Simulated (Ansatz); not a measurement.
# Run report: BSiNH$_{6}$F$_{2}$, geometry relaxation (part 1 of 2)

The run: geometry relaxation of BSiNH$_{6}$F$_{2}$. Method and program: RHF/6-31G* (Ansatz 0.2.0).

The run did not end well. It belongs to a series of runs on one base structure; here: end point B relaxed.

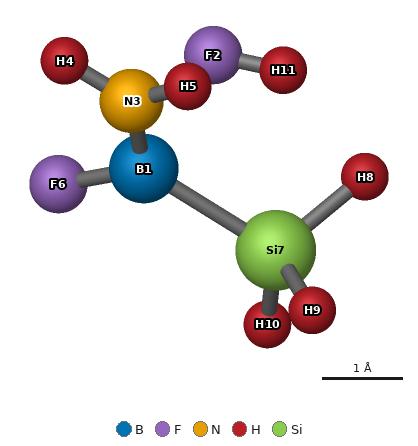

Figure 1. The structure as given in the input (ball-and-stick view, seen at a tilt; atoms are numbered from 1 in the order of the input). Bond lengths as drawn: B–F 1.34 Å, B–N 1.40 Å, B–Si 1.98 Å, F–H 0.92 Å, H–N 0.99 to 1.00 Å and H–Si 1.48 to 1.49 Å.

The input:
```yaml
crystal:
  periodic: [false, false, false]
  atoms:
    - { symbol: B, position_ang: [0.150799, 0.53843, -0.384127] }
    - { symbol: F, position_ang: [-0.168735, -0.2446, 2.001339] }
    - { symbol: "N", position_ang: [1.35917, -0.011674, -0.818795] }
    - { symbol: H, position_ang: [1.39961, -0.915606, -1.23822] }
    - { symbol: H, position_ang: [2.245202, 0.430548, -0.723018] }
    - { symbol: F, position_ang: [-0.959112, -0.150566, -0.660927] }
    - { symbol: Si, position_ang: [0.025679, 2.336398, 0.44749] }
    - { symbol: H, position_ang: [0.721478, 2.340997, 1.76779] }
    - { symbol: H, position_ang: [0.704326, 3.388083, -0.347065] }
    - { symbol: H, position_ang: [-1.362559, 2.768389, 0.710296] }
    - { symbol: H, position_ang: [0.205242, 0.5025, 2.377636] }
basis:
  gaussian: { orbitals: "6-31G*" }
hamiltonian:
  xc: hf
relax:
  f_tol: 0.03
  max_steps: 50
output:
  orbitals: {}
```

Launched with:
```bash
ansatz run input.yaml --threads 1 --pin off --max-ram 2048MiB --backend cpu --events-out ev --progress --plain --runs-dir out
```

Log:
```
The last accepted step is kept in [file] (removed where the run ends without a failure and the disk answers)
Engine: ansatz 0.2.0, aarch64-unknown-linux-gnu
Functional definition: HF
  exchange = exact_x
  correlation = 0
970 factors; integrals over basis functions are off by at most 6.7e-4 eV
mean field evaluation 1: about -15520.1955 eV, gradient 4.0e1 eV
mean field evaluation 2: about -15520.2626 eV, gradient 4.0e1 eV
mean field evaluation 4: about -15523.7459 eV, gradient 3.2e0 eV
mean field evaluation 8: about -15523.7884 eV, gradient 2.0e-1 eV
mean field -15523.78851096 eV, -570.4887053759 hartree, gradient 2.3e-5 eV, S^2 0.000000; 0 other end points of the search recorded, 0 dependent functions left out
the calculation of the forces begins
reference -15523.78851096 eV, -570.4887053759 hartree; 25, 25 occupied and 66, 66 virtual orbitals, 970 factors
relax step   1: F+E_penalty+E_count = -15523.78851096 eV  Δ(F+E_penalty+E_count) = +0.000e0 eV  max|allowed force component| = 1.124e0 eV/Å  Δτ_max = 0.0000 Å  (32 SCF iters, accepted)
these checks for a lower state are left out or cut short: starts, cluster_reference, orbital_swaps, neighbouring_geometries, increment
970 factors; integrals over basis functions are off by at most 6.8e-4 eV
mean field evaluation 16: about -15523.8985 eV, gradient 2.6e-4 eV
mean field -15523.89853728 eV, -570.4927487686 hartree, gradient 1.1e-5 eV, S^2 0.000000; 0 other end points of the search recorded, 0 dependent functions left out
[... from here on the field's lines of each further geometry are left out, up to the last ...]
relax step   2: F+E_penalty+E_count = -15523.89853728 eV  Δ(F+E_penalty+E_count) = -1.100e-1 eV  max|allowed force component| = 4.689e-1 eV/Å  Δτ_max = 0.1934 Å  (31 SCF iters, accepted)
relax step   3: F+E_penalty+E_count = -15523.92206119 eV  Δ(F+E_penalty+E_count) = -2.352e-2 eV  max|allowed force component| = 8.133e-1 eV/Å  Δτ_max = 0.1923 Å  (31 SCF iters, accepted)
relax step   4: F+E_penalty+E_count = -15523.94733075 eV  Δ(F+E_penalty+E_count) = -2.527e-2 eV  max|allowed force component| = 2.336e-1 eV/Å  Δτ_max = 0.2000 Å  (32 SCF iters, accepted)
relax step   5: F+E_penalty+E_count = -15523.94877136 eV  Δ(F+E_penalty+E_count) = -1.441e-3 eV  max|allowed force component| = 8.873e-2 eV/Å  Δτ_max = 0.0189 Å  (25 SCF iters, accepted)
relax step   6: F+E_penalty+E_count = -15523.95103968 eV  Δ(F+E_penalty+E_count) = -2.268e-3 eV  max|allowed force component| = 6.012e-2 eV/Å  Δτ_max = 0.0545 Å  (31 SCF iters, accepted)
relax step   7: F+E_penalty+E_count = -15523.95332688 eV  Δ(F+E_penalty+E_count) = -2.287e-3 eV  max|allowed force component| = 2.241e-1 eV/Å  Δτ_max = 0.1955 Å  (31 SCF iters, accepted)
relax step   8: F+E_penalty+E_count = -15523.95590280 eV  Δ(F+E_penalty+E_count) = -2.576e-3 eV  max|allowed force component| = 1.854e-1 eV/Å  Δτ_max = 0.0661 Å  (31 SCF iters, accepted)
relax step   9: F+E_penalty+E_count = -15523.95468349 eV  Δ(F+E_penalty+E_count) = +1.219e-3 eV  max|allowed force component| = 3.405e-1 eV/Å  Δτ_max = 0.1316 Å  (31 SCF iters, rejected (line search))
relax step  10: F+E_penalty+E_count = -15523.96025912 eV  Δ(F+E_penalty+E_count) = -4.356e-3 eV  max|allowed force component| = 5.721e-2 eV/Å  Δτ_max = 0.0658 Å  (30 SCF iters, accepted)
relax step  11: F+E_penalty+E_count = -15523.96347881 eV  Δ(F+E_penalty+E_count) = -3.220e-3 eV  max|allowed force component| = 1.216e-1 eV/Å  Δτ_max = 0.0976 Å  (30 SCF iters, accepted)
relax step  12: F+E_penalty+E_count = -15523.96407013 eV  Δ(F+E_penalty+E_count) = -5.913e-4 eV  max|allowed force component| = 2.129e-1 eV/Å  Δτ_max = 0.0881 Å  (31 SCF iters, accepted)
relax step  13: F+E_penalty+E_count = -15523.96481087 eV  Δ(F+E_penalty+E_count) = -7.407e-4 eV  max|allowed force component| = 2.225e-1 eV/Å  Δτ_max = 0.0610 Å  (31 SCF iters, accepted)
relax step  14: F+E_penalty+E_count = -15523.96774884 eV  Δ(F+E_penalty+E_count) = -2.938e-3 eV  max|allowed force component| = 1.475e-1 eV/Å  Δτ_max = 0.0546 Å  (30 SCF iters, accepted)
relax step  15: F+E_penalty+E_count = -15523.96874844 eV  Δ(F+E_penalty+E_count) = -9.996e-4 eV  max|allowed force component| = 1.120e-1 eV/Å  Δτ_max = 0.0340 Å  (31 SCF iters, accepted)
relax step  16: F+E_penalty+E_count = -15523.95120841 eV  Δ(F+E_penalty+E_count) = +1.754e-2 eV  max|allowed force component| = 1.030e0 eV/Å  Δτ_max = 0.1956 Å  (30 SCF iters, rejected (line search))
relax step  17: F+E_penalty+E_count = -15523.97060291 eV  Δ(F+E_penalty+E_count) = -1.854e-3 eV  max|allowed force component| = 8.902e-2 eV/Å  Δτ_max = 0.0881 Å  (31 SCF iters, accepted)
relax step  18: F+E_penalty+E_count = -15523.96664251 eV  Δ(F+E_penalty+E_count) = +3.960e-3 eV  max|allowed force component| = 6.737e-1 eV/Å  Δτ_max = 0.0961 Å  (31 SCF iters, rejected (line search))
relax step  19: F+E_penalty+E_count = -15523.97230967 eV  Δ(F+E_penalty+E_count) = -1.707e-3 eV  max|allowed force component| = 4.076e-2 eV/Å  Δτ_max = 0.0481 Å  (31 SCF iters, accepted)
relax step  20: F+E_penalty+E_count = -15523.97324749 eV  Δ(F+E_penalty+E_count) = -9.378e-4 eV  max|allowed force component| = 2.088e-1 eV/Å  Δτ_max = 0.0476 Å  (31 SCF iters, accepted)
relax step  21: F+E_penalty+E_count = -15523.96998752 eV  Δ(F+E_penalty+E_count) = +3.260e-3 eV  max|allowed force component| = 5.817e-1 eV/Å  Δτ_max = 0.0716 Å  (31 SCF iters, rejected (line search))
relax step  22: F+E_penalty+E_count = -15523.97496562 eV  Δ(F+E_penalty+E_count) = -1.718e-3 eV  max|allowed force component| = 1.582e-1 eV/Å  Δτ_max = 0.0352 Å  (31 SCF iters, accepted)
relax step  23: F+E_penalty+E_count = -15523.97667573 eV  Δ(F+E_penalty+E_count) = -1.710e-3 eV  max|allowed force component| = 1.006e-1 eV/Å  Δτ_max = 0.0364 Å  (31 SCF iters, accepted)
relax step  24: F+E_penalty+E_count = -15523.98005094 eV  Δ(F+E_penalty+E_count) = -3.375e-3 eV  max|allowed force component| = 8.152e-2 eV/Å  Δτ_max = 0.0562 Å  (30 SCF iters, accepted)
relax step  25: F+E_penalty+E_count = -15523.97652278 eV  Δ(F+E_penalty+E_count) = +3.528e-3 eV  max|allowed force component| = 7.027e-1 eV/Å  Δτ_max = 0.0828 Å  (31 SCF iters, rejected (line search))
relax step  26: F+E_penalty+E_count = -15523.98154264 eV  Δ(F+E_penalty+E_count) = -1.492e-3 eV  max|allowed force component| = 1.241e-1 eV/Å  Δτ_max = 0.0414 Å  (31 SCF iters, accepted)
relax step  27: F+E_penalty+E_count = -15523.98300479 eV  Δ(F+E_penalty+E_count) = -1.462e-3 eV  max|allowed force component| = 2.255e-1 eV/Å  Δτ_max = 0.0407 Å  (31 SCF iters, accepted)
relax step  28: F+E_penalty+E_count = -15523.98729631 eV  Δ(F+E_penalty+E_count) = -4.292e-3 eV  max|allowed force component| = 8.616e-2 eV/Å  Δτ_max = 0.0633 Å  (30 SCF iters, accepted)
relax step  29: F+E_penalty+E_count = -15523.98917483 eV  Δ(F+E_penalty+E_count) = -1.879e-3 eV  max|allowed force component| = 4.010e-1 eV/Å  Δτ_max = 0.0926 Å  (31 SCF iters, accepted)
relax step  30: F+E_penalty+E_count = -15523.95911499 eV  Δ(F+E_penalty+E_count) = +3.006e-2 eV  max|allowed force component| = 1.341e0 eV/Å  Δτ_max = 0.1375 Å  (31 SCF iters, rejected (line search))
relax step  31: F+E_penalty+E_count = -15523.99571262 eV  Δ(F+E_penalty+E_count) = -6.538e-3 eV  max|allowed force component| = 6.421e-2 eV/Å  Δτ_max = 0.0687 Å  (31 SCF iters, accepted)
relax step  32: F+E_penalty+E_count = -15523.99769509 eV  Δ(F+E_penalty+E_count) = -1.982e-3 eV  max|allowed force component| = 2.666e-1 eV/Å  Δτ_max = 0.0690 Å  (31 SCF iters, accepted)
relax step  33: F+E_penalty+E_count = -15523.98745330 eV  Δ(F+E_penalty+E_count) = +1.024e-2 eV  max|allowed force component| = 7.811e-1 eV/Å  Δτ_max = 0.1041 Å  (31 SCF iters, rejected (line search))
relax step  34: F+E_penalty+E_count = -15524.00102569 eV  Δ(F+E_penalty+E_count) = -3.331e-3 eV  max|allowed force component| = 7.235e-2 eV/Å  Δτ_max = 0.0521 Å  (31 SCF iters, accepted)
relax step  35: F+E_penalty+E_count = -15524.00298994 eV  Δ(F+E_penalty+E_count) = -1.964e-3 eV  max|allowed force component| = 8.205e-2 eV/Å  Δτ_max = 0.0529 Å  (31 SCF iters, accepted)
relax step  36: F+E_penalty+E_count = -15524.00431654 eV  Δ(F+E_penalty+E_count) = -1.327e-3 eV  max|allowed force component| = 2.629e-1 eV/Å  Δτ_max = 0.0776 Å  (31 SCF iters, accepted)
relax step  37: F+E_penalty+E_count = -15523.99904920 eV  Δ(F+E_penalty+E_count) = +5.267e-3 eV  max|allowed force component| = 7.576e-1 eV/Å  Δτ_max = 0.0930 Å  (31 SCF iters, rejected (line search))
relax step  38: F+E_penalty+E_count = -15524.00704238 eV  Δ(F+E_penalty+E_count) = -2.726e-3 eV  max|allowed force component| = 1.575e-1 eV/Å  Δτ_max = 0.0456 Å  (31 SCF iters, accepted)
relax step  39: F+E_penalty+E_count = -15524.00928933 eV  Δ(F+E_penalty+E_count) = -2.247e-3 eV  max|allowed force component| = 9.250e-2 eV/Å  Δτ_max = 0.0577 Å  (31 SCF iters, accepted)
relax step  40: F+E_penalty+E_count = -15524.01249898 eV  Δ(F+E_penalty+E_count) = -3.210e-3 eV  max|allowed force component| = 1.400e-1 eV/Å  Δτ_max = 0.0877 Å  (30 SCF iters, accepted)
relax step  41: F+E_penalty+E_count = -15524.01355365 eV  Δ(F+E_penalty+E_count) = -1.055e-3 eV  max|allowed force component| = 4.909e-1 eV/Å  Δτ_max = 0.1318 Å  (31 SCF iters, accepted)
relax step  42: F+E_penalty+E_count = -15524.01803909 eV  Δ(F+E_penalty+E_count) = -4.485e-3 eV  max|allowed force component| = 4.855e-1 eV/Å  Δτ_max = 0.0746 Å  (32 SCF iters, accepted)
relax step  43: F+E_penalty+E_count = -15524.02503446 eV  Δ(F+E_penalty+E_count) = -6.995e-3 eV  max|allowed force component| = 4.595e-1 eV/Å  Δτ_max = 0.0732 Å  (31 SCF iters, accepted)
relax step  44: F+E_penalty+E_count = -15524.04010304 eV  Δ(F+E_penalty+E_count) = -1.507e-2 eV  max|allowed force component| = 1.549e-1 eV/Å  Δτ_max = 0.2000 Å  (31 SCF iters, accepted)
relax step  45: F+E_penalty+E_count = -15524.04100104 eV  Δ(F+E_penalty+E_count) = -8.980e-4 eV  max|allowed force component| = 5.124e-1 eV/Å  Δτ_max = 0.1950 Å  (31 SCF iters, accepted)
relax step  46: F+E_penalty+E_count = -15524.05686946 eV  Δ(F+E_penalty+E_count) = -1.587e-2 eV  max|allowed force component| = 4.873e-2 eV/Å  Δτ_max = 0.1348 Å  (30 SCF iters, accepted)
relax step  47: F+E_penalty+E_count = -15524.05795631 eV  Δ(F+E_penalty+E_count) = -1.087e-3 eV  max|allowed force component| = 4.675e-2 eV/Å  Δτ_max = 0.0195 Å  (33 SCF iters, accepted)
relax step  48: F+E_penalty+E_count = -15524.04717554 eV  Δ(F+E_penalty+E_count) = +1.078e-2 eV  max|allowed force component| = 1.114e0 eV/Å  Δτ_max = 0.1954 Å  (30 SCF iters, rejected (line search))
the calculation of the forces begins
reference -15524.06369675 eV, -570.4988182671 hartree; 25, 25 occupied and 66, 66 virtual orbitals, 968 factors
relax step  49: F+E_penalty+E_count = -15524.06369675 eV  Δ(F+E_penalty+E_count) = -5.740e-3 eV  max|allowed force component| = 6.179e-2 eV/Å  Δτ_max = 0.0969 Å  (31 SCF iters, accepted)
these checks for a lower state are left out or cut short: starts, cluster_reference, orbital_swaps, neighbouring_geometries, increment
968 factors; integrals over basis functions are off by at most 5.3e-4 eV
mean field evaluation 352: about -15524.0605 eV, gradient 1.3e-3 eV
mean field -15524.06046581 eV, -570.4986995323 hartree, gradient 1.3e-5 eV, S^2 0.000000; 0 other end points of the search recorded, 0 dependent functions left out
the calculation of the forces begins
reference -15524.06046581 eV, -570.4986995323 hartree; 25, 25 occupied and 66, 66 virtual orbitals, 968 factors
relax step  50: F+E_penalty+E_count = -15524.06046581 eV  Δ(F+E_penalty+E_count) = +3.231e-3 eV  max|allowed force component| = 6.808e-1 eV/Å  Δτ_max = 0.0975 Å  (31 SCF iters, rejected (line search))
```

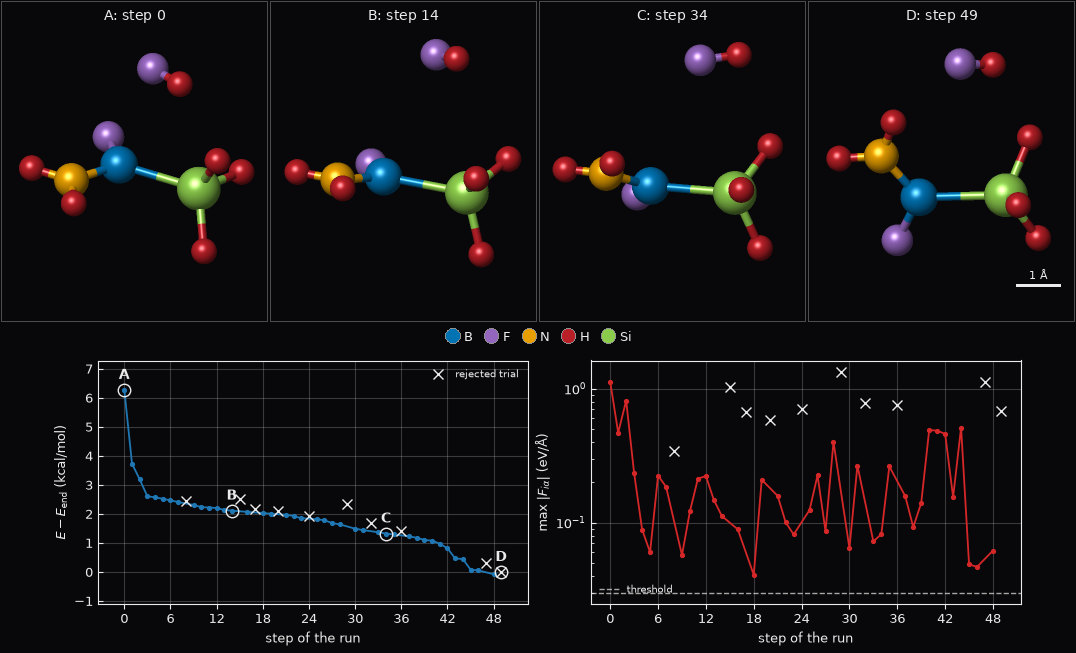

Figure 2. Frames of the relaxation (ball-and-stick view, seen at a tilt) above the curves, on which the letters mark them (the first geometry is step 0 here and step 1 in the log).

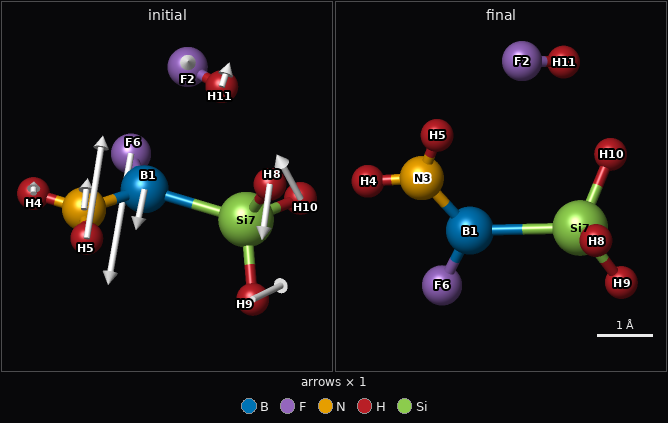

Figure 3. Before (left) and after (right) the relaxation, at one scale (ball-and-stick view, seen at a tilt). The white arrows give the displacements, at true length. The relaxation stopped without meeting its thresholds, so the last structure isn't shown to be converged. The atom that moves furthest after the best rigid fit is F6 (2.48 Å). By element the largest moves are F 2.48 Å, H 1.98 Å, B 0.77 Å, N 0.63 Å, Si 0.16 Å. Distances before and after: B1–Si7 1.985 → 2.052 Å, Si7–H10 1.477 → 1.492 Å, F2–H11 0.916 → 0.928 Å, Si7–H8 1.492 → 1.482 Å. Among the angles that change: H8–Si7–H9 105.0° → 108.5°, B1–Si7–H10 113.5° → 110.2°. The energy falls by 6.27 kcal/mol in 49 geometry steps. The largest force component goes from 1.1 to 0.68 eV/Å. The line search rejected the trial steps at points 8, 15, 17, 20, 24, 29, 32, 36 and more (counted from 0) and went back. (Atoms are counted from 1 in the order of the input.)
